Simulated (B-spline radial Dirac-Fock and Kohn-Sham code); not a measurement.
The ion W⁺. Level of theory: a Dirac–Hartree–Slater potential; 1 + βP₂(cos θ) + (δ + γ cos²θ) sin θ cos φ with E1 and E1–E2 terms; calculated with a B-spline radial atomic code. Open shells are averaged over j.

A figure with this caption is to be made: «Angular distribution of photoelectrons from M1 (3s) in the plane of the polarisation E (up) and the photon direction k (right), relative to an isotropic one.» What will it show?

At 3.74 keV, β = 1.924, γ = 0.761 and δ = −0.001. At 3.74 keV the emission 45° forward of E is 1.4 times that 45° backward, and the lobe peaks 7.0° from E towards k.

The computed plot:

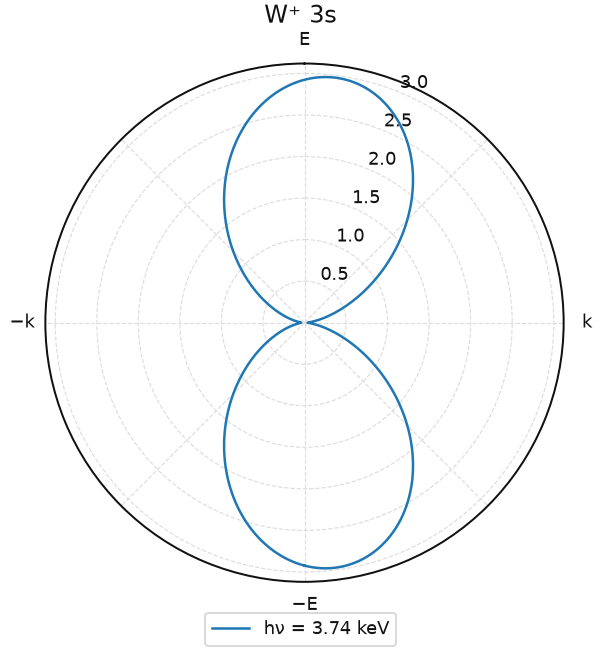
